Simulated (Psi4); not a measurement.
# P4 (SMILES P12P3P1P23) at OMP2/def2-SVPD (density fitting for correlation)

Aim: the vertical ionisation energy of P4 at OMP2/def2-SVPD (density fitting for correlation), from 2 runs. 

Program for the calculation: Psi4 1.11.

2 further runs of the same task are left out: 1 that didn't finish, 1 set aside as unsound or not needed.

### Step 1. Starting point

P4 has 4 atoms, charge 0, and is taken as a singlet. As SMILES, `P12P3P1P23`. The shape is that of a PBE0-D4/def2-TZVP optimisation.

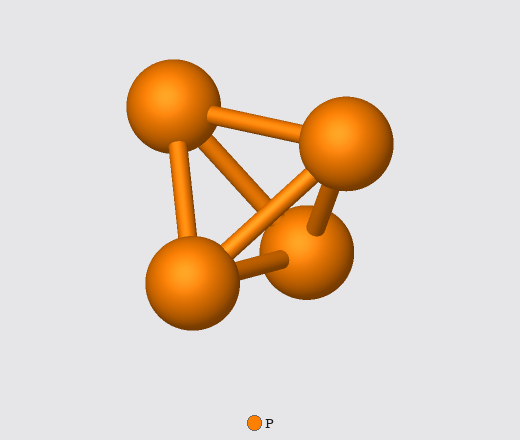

Viewed from a chosen angle; phosphorus orange.

### Step 2. A single-point energy at OMP2/def2-SVPD (density fitting for correlation)

job.json reads:

```json
{
 "schema_name": "qcschema_input",
 "schema_version": 1,
 "molecule": {
  "schema_name": "qcschema_molecule",
  "schema_version": 2,
  "symbols": ["P", "P", "P", "P"],
  "geometry": [-1.3696735, -0.18897261, 2.11535942, 2.44700636, 0.20749193, 0.59658654, -0.34959933, -2.06301401, -1.41691665, -0.72773353, 2.04449469, -1.29484034],
  "molecular_charge": 0,
  "molecular_multiplicity": 1,
  "fix_symmetry": "c1",
  "fix_com": true,
  "fix_orientation": true
 },
 "driver": "energy",
 "model": {
  "method": "omp2",
  "basis": "def2-SVPD"
 },
 "keywords": {
  "reference": "rhf",
  "puream": true,
  "e_convergence": 1e-09,
  "d_convergence": 1e-08,
  "scf_type": "pk",
  "num_frozen_docc": 20
 }
}
```

On the command line:

```sh
$ psi4 --qcschema job.json -n 1 --memory 1600MB
```

stdout:

```text
[...]
  Running in c1 symmetry.
[...]
  Nuclear repulsion =  327.132424419381721
[...]
  Multiplicity = 1
[...]
  Nalpha       = 30
  Nbeta        = 30
[...]
    Number of basis functions: 96
[...]
   @RHF iter   1: -1362.54122495325510    6.00952e-02   1.39717e-03 ADIIS/DIIS
[...]
   @RHF iter  10: -1362.55847564563055   -1.36424e-12   1.20069e-09 DIIS
[...]
    Orbital Energies [Eh]
    ---------------------
    Doubly Occupied:
       1A    -79.950249     2A    -79.950221     3A    -79.950218
       4A    -79.950217     5A     -7.518051     6A     -7.517717
       7A     -7.517715     8A     -7.517714     9A     -5.415779
      10A     -5.415115    11A     -5.415113    12A     -5.415112
      13A     -5.413813    14A     -5.413813    15A     -5.413759
      16A     -5.413759    17A     -5.413758    18A     -5.413574
      19A     -5.413573    20A     -5.413572    21A     -1.069173
      22A     -0.718560    23A     -0.718548    24A     -0.718544
      25A     -0.464796    26A     -0.392470    27A     -0.392459
      28A     -0.392454    29A     -0.358688    30A     -0.358685
[...]
  @RHF Final Energy: -1362.55847564563055
   => Energetics <=
    Nuclear Repulsion Energy =            327.1324244193817208
    One-Electron Energy =               -2538.5273627491060324
    Two-Electron Energy =                 848.8364626840941582
    Total Energy =                      -1362.5584756456303239
[...]
 Multipole Moments:
 ------------------------------------------------------------------------------------
     Multipole            Electronic (a.u.)      Nuclear  (a.u.)        Total (a.u.)
 ------------------------------------------------------------------------------------
 L = 1.  Multiply by 2.5417464519 to convert [e a0] to [Debye]
 Dipole X            :         -0.0000141            0.0000000           -0.0000141
 Dipole Y            :         -0.0000070            0.0000000           -0.0000070
 Dipole Z            :         -0.0028410            0.0028345           -0.0000065
 Magnitude           :                                                    0.0000170
[...]
	Warning: cc_lambda option is changed to TRUE
	For this residual convergence, default PCG convergence is:     1.00e-07
[...]
	DF-MP2 Total Energy (a.u.)         : -1363.03777096285785
[...]
	DF-MP2 Total Energy (a.u.)         : -1363.05217002237282
[...]
	DF-OMP2 Total Energy (a.u.)        : -1363.05217002237578
[...]
```

The result, in JSON:

```text
{
 "driver": "energy",
 "model": {
  "method": "omp2",
  "basis": "def2-SVPD"
 },
 "success": true,
 "return_result": -1363.0521700223758,
 "properties": {
  "calcinfo_nbasis": 96,
  "calcinfo_nmo": 96,
  "calcinfo_nalpha": 30,
  "calcinfo_nbeta": 30,
  "calcinfo_natom": 4,
  "nuclear_repulsion_energy": 327.1324244193817,
  "return_energy": -1363.0521700223758,
  "scf_one_electron_energy": -2538.527362749106,
  "scf_two_electron_energy": 848.8364626840942,
  "scf_dipole_moment": [-1.4064548162995294e-05, -7.007614611642676e-06, -6.492455043582979e-06],
  "scf_total_energy": -1362.5584756456306,
  "scf_iterations": 10,
  "mp2_singles_energy": 0.0,
  "mp2_doubles_energy": -0.479295317227339,
  "mp2_correlation_energy": -0.47929531722729735,
  "mp2_total_energy": -1363.0377709628578
 }
}
```

Run time: 13 s. Hardware: 1 thread of Intel Xeon 6975P-C (Granite Rapids), shared host; peak memory 0.35 GiB.

### Step 3. The doublet cation, same level

p4.py reads:

```python
import psi4

psi4.set_memory('1600 MB')
psi4.set_num_threads(1)
psi4.core.set_output_file('output.dat', False)

m = psi4.geometry("""
1 2
P
P 1 2.183836
P 1 2.183749 2 60.00032
P 3 2.183747 1 60.00076 2 -70.53034
units angstrom
symmetry c1
no_reorient
no_com
""")

psi4.set_options({
    'basis': 'def2-SVPD',
    'reference': 'uhf',
    'puream': True,
    'e_convergence': 1e-09,
    'd_convergence': 1e-08,
    'scf_type': 'pk',
    'num_frozen_docc': 20,
    'maxiter': 100,
})

result, w = psi4.energy("omp2", return_wfn=True)
print(f'total energy {result:.8f} hartree = {result * 27.211386:.5f} eV')
```

On the command line:

```sh
$ python p4.py
```

output.dat:

```text
[...]
  Running in c1 symmetry.
[...]
  Nuclear repulsion =  327.132413600121595
[...]
  Multiplicity = 2
[...]
  Nalpha       = 30
  Nbeta        = 29
[...]
    Number of basis functions: 96
[...]
   @UHF iter   1: -1362.16866942776437    4.32650e-01   2.68180e-03 ADIIS/DIIS
[...]
   @UHF iter  48: -1362.23059812538213   -4.86580e-11   8.50398e-09 DIIS
[...]
   @S^2 Observed:                7.772446027E-01
[...]
    Orbital Energies [Eh]
    ---------------------
    Alpha Occupied:
       1A    -80.190434     2A    -80.190411     3A    -80.190393
       4A    -80.190384     5A     -7.757770     6A     -7.757430
       7A     -7.757416     8A     -7.757404     9A     -5.657305
      10A     -5.657244    11A     -5.657143    12A     -5.657113
      13A     -5.653100    14A     -5.652428    15A     -5.652414
      16A     -5.652390    17A     -5.651012    18A     -5.650919
      19A     -5.650894    20A     -5.650766    21A     -1.317247
      22A     -0.975777    23A     -0.954771    24A     -0.954727
      25A     -0.685484    26A     -0.620108    27A     -0.620095
      28A     -0.619489    29A     -0.616264    30A     -0.584777
    Alpha Virtual:
[...]
  @UHF Final Energy: -1362.23059812538213
   => Energetics <=
    Nuclear Repulsion Energy =            327.1324136001215948
    One-Electron Energy =               -2524.4433692897882793
    Two-Electron Energy =                 835.0803575642844407
    Total Energy =                      -1362.2305981253821301
  UHF NO Occupations:
  HONO-2 :   28  A 1.9964084
  HONO-1 :   29  A 1.9962734
[...]
 Multipole Moments:
 ------------------------------------------------------------------------------------
     Multipole            Electronic (a.u.)      Nuclear  (a.u.)        Total (a.u.)
 ------------------------------------------------------------------------------------
 L = 1.  Multiply by 2.5417464519 to convert [e a0] to [Debye]
 Dipole X            :         -0.0000250           -0.0000000           -0.0000250
 Dipole Y            :         -0.0000377            0.0000000           -0.0000377
 Dipole Z            :          0.0000505            0.0000000            0.0000505
 Magnitude           :                                                    0.0000678
[...]
	Warning: cc_lambda option is changed to TRUE
	For this residual convergence, default PCG convergence is:     1.00e-07
[...]
	DF-SCS-MP2 Total Energy (a.u.)     : -1362.66495419145463
	DF-SOS-MP2 Total Energy (a.u.)     : -1362.65642266985242
[...]
	DF-SCS-OMP2 Total Energy (a.u.)    : -1362.67641896827922
	DF-SOS-OMP2 Total Energy (a.u.)    : -1362.63117526453880
	DF-SCS(N)-OMP2 Total Energy (a.u.) : -1362.45254032026992
[...]
	DF-OMP2 Total Energy (a.u.)        : -1362.69731942573640
[...]
```

On the terminal:

```text
total energy -1362.69731943 hartree = -37080.88276 eV
```

Wall time 32 s (1 thread of Intel Xeon 6975P-C (Granite Rapids), shared host); peak memory 0.34 GiB.

### Step 4. Results

Level: OMP2/def2-SVPD (density fitting for correlation), 20 core orbitals frozen.

| quantity | value |
| --- | --- |
| singlet P4: total energy | -1363.05217 Eh |
| singlet P4: HOMO energy (Hartree–Fock orbitals) | -9.76 eV |
| singlet P4: LUMO energy (Hartree–Fock orbitals) | 2.41 eV |
| singlet P4: HOMO–LUMO gap (Hartree–Fock orbitals) | 12.17 eV |
| singlet P4: correlation energy (20 core orbitals frozen) | -493.7 mEh |
| doublet cation: total energy | -1362.69732 Eh |
| doublet cation: HOMO energy (Hartree–Fock orbitals) (highest over α and β) | -15.66 eV |
| doublet cation: LUMO energy (Hartree–Fock orbitals) (lowest over α and β) | -8.13 eV |
| doublet cation: correlation energy (20 core orbitals frozen) | -466.7 mEh |
| doublet cation: ⟨S²⟩ of the reference determinant | 0.777 |
| vertical ionisation energy (to the doublet cation) | 9.656 eV |

The vertical ionisation energy comes to 9.66 eV (932 kJ/mol).
